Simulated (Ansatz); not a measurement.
# CHBrF2 (bromodifluoromethane) at r2SCAN/aug-cc-pVDZ

What is the electronic atomisation energy of CHBrF2 (bromodifluoromethane) at r2SCAN/aug-cc-pVDZ? 

The results are computed with Ansatz 0.2.0.

54 further runs of the same task are left out: 54 set aside as unsound or not needed.

## Step 1: The structure to begin with

CHBrF2: 5 atoms, total charge 0, spin state singlet. SMILES: `FC(F)Br`. Geometry: relaxed at PBE0-D4/def2-TZVP.

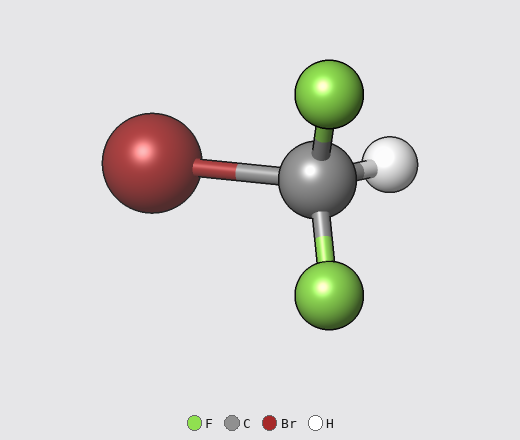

The structure, seen from a chosen angle (fluorine green, carbon grey, bromine red, hydrogen white).

## Step 2: A single-point energy at r2SCAN/aug-cc-pVDZ

molecule.yaml

```yaml
crystal:
  periodic: [false, false, false]
  atoms:
    - {symbol: F, position_ang: [0.174340, -0.623850, 1.201130]}
    - {symbol: C, position_ang: [0.141760, 0.019230, 0.034970]}
    - {symbol: F, position_ang: [0.707870, -0.753840, -0.890480]}
    - {symbol: Br, position_ang: [-1.695370, 0.389750, -0.456680]}
    - {symbol: H, position_ang: [0.671400, 0.968700, 0.111060]}
basis:
  gaussian:
    orbitals: aug-cc-pVDZ
accuracy: high
hamiltonian:
  xc: {name: r2SCAN}
output: {orbitals: {seedname: orbitals}}
```

On the command line:

```bash
$ ansatz run molecule.yaml --threads 1 --pin off --max-ram 3480MiB --events-out events.jsonl --progress --plain --runs-dir runs
```

The program printed:

```text
Warning: RAYON_NUM_THREADS=1 ignored (pool sized by the plan → 1); use --threads N
Functional definition: r2SCAN
  name "r2SCAN"
  parameter k0 = 0.174
  parameter k1 = 0.065
  parameter a1 = 4.9479
  exchange = r2scan_x(k0 = k0, k1 = k1, a1 = a1)
  correlation = r2scan_c
2270 factors; integrals over basis functions are off by at most 4.5e-9 eV
mean field evaluation 1: about -76528.5439 eV, gradient 3.0e1 eV
mean field evaluation 2: about -76526.4847 eV, gradient 4.4e1 eV
mean field evaluation 4: about -76530.0681 eV, gradient 1.1e0 eV
mean field evaluation 8: about -76530.0740 eV, gradient 1.9e-2 eV
mean field evaluation 16: about -76530.0740 eV, gradient 3.1e-6 eV
mean field -76530.07404222 eV, -2812.4283471043 hartree, gradient 4.4e-8 eV, S^2 0.000000; 0 other end points of the search recorded, 0 dependent functions left out
reference -76530.07404361 eV, -2812.4283471553 hartree; 30, 30 occupied and 84, 84 virtual orbitals, 2270 factors
Total energy: -76530.07404361 eV, -2812.4283471553 hartree
```

Wall time 24 s (1 thread of Arm Neoverse V1, shared host); peak memory 0.37 GiB.

## Step 3: The Br atom, same level

run.yaml

```yaml
crystal:
  periodic: [false, false, false]
  atoms:
    - {symbol: Br, position_ang: [0.000000, 0.000000, 0.000000]}
basis:
  gaussian:
    orbitals: aug-cc-pVDZ
hamiltonian:
  xc: {name: r2SCAN}
magnetization:
  spin_polarized: true
  initial_magnetization: 1
accuracy: high
```

Run the same way, it converges to -2574.06751 Eh (log not shown).

## Step 4: The C atom

input.yaml

```yaml
crystal:
  periodic: [false, false, false]
  atoms:
    - {symbol: C, position_ang: [0.000000, 0.000000, 0.000000]}
basis:
  gaussian: {orbitals: aug-cc-pVDZ}
total_charge: 0
magnetization: {spin_polarized: true, initial_magnetization: 2}
hamiltonian: {xc: {name: r2SCAN}}
accuracy: high
```

Run the same way, it converges to -37.82784 Eh (log not shown).

## Step 5: The F atom at the same level

in.yaml

```yaml
crystal:
  periodic: [false, false, false]
  atoms:
    - {symbol: F, position_ang: [0.000000, 0.000000, 0.000000]}
basis:
  gaussian: {orbitals: aug-cc-pVDZ}
total_charge: 0
hamiltonian: {xc: r2scan}
accuracy: high
magnetization: {spin_polarized: true, initial_magnetization: 1}
```

Run the same way, it converges to -99.69644 Eh (log not shown).

## Step 6: The H atom

run.yaml

```yaml
crystal:
  periodic: [false, false, false]
  atoms:
    - symbol: H
      position_ang: [0.000000, 0.000000, 0.000000]
basis:
  gaussian: {orbitals: aug-cc-pVDZ}
magnetization: {spin_polarized: true, initial_magnetization: 1}
hamiltonian: {xc: {name: r2SCAN}}
accuracy: high
```

Run the same way, it converges to -0.49947 Eh (log not shown).

## Step 7: Outcome

At r2SCAN/aug-cc-pVDZ:

| quantity | value |
| --- | --- |
| molecule: total energy | -2812.42835 Eh |
| molecule: HOMO energy | -7.85 eV |
| molecule: LUMO energy | -1.43 eV |
| molecule: HOMO–LUMO gap | 6.43 eV |
| Br atom: total energy | -2574.06751 Eh |
| Br atom: ⟨S²⟩ | 0.753 |
| C atom: total energy | -37.82784 Eh |
| C atom: ⟨S²⟩ | 2.006 |
| F atom: total energy | -99.69644 Eh |
| F atom: ⟨S²⟩ | 0.752 |
| H atom: total energy | -0.49947 Eh |
| H atom: ⟨S²⟩ | 0.750 |
| electronic atomisation energy | 17.433 eV |

What this shows: Taking the molecule apart into free atoms costs 17.43 eV (1682 kJ/mol), before zero-point energy and without spin-orbit coupling.
